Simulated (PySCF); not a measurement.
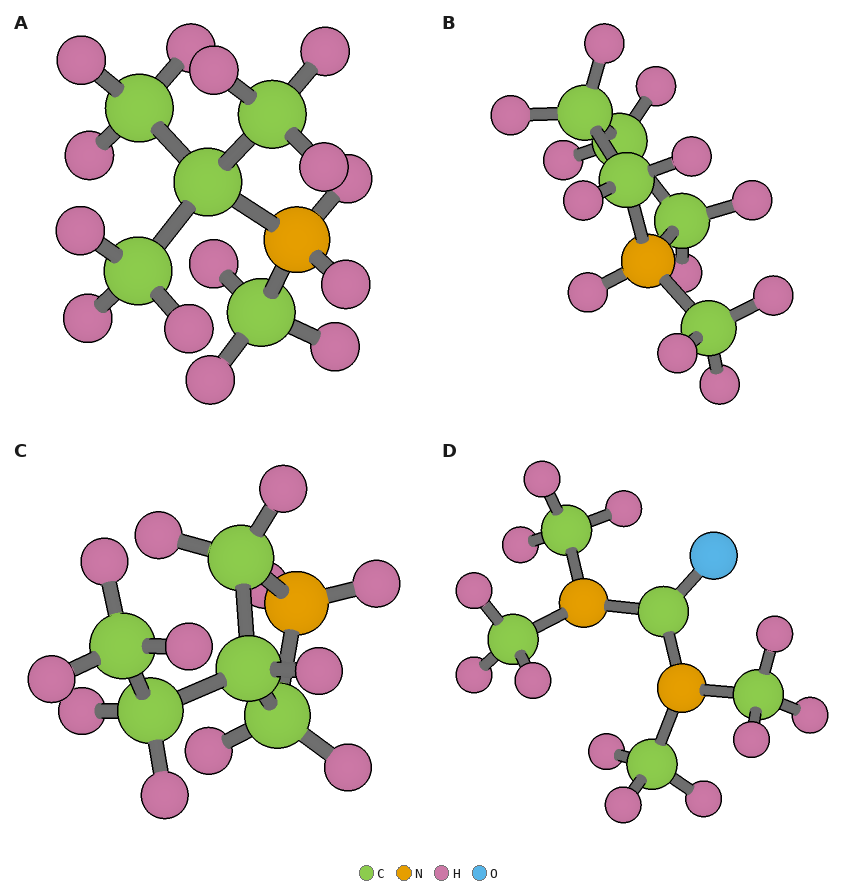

The picture comes from a calculation with PySCF.

Question: Match each picture to its SMILES.
(1) CN(C)C(=O)N(C)C
(2) CCC1C[NH2+]C1
(3) C[NH2+]C(C)(C)C
(4) C[NH+]1CCCC1

Answer: A is (3), B is (4), C is (2), D is (1).
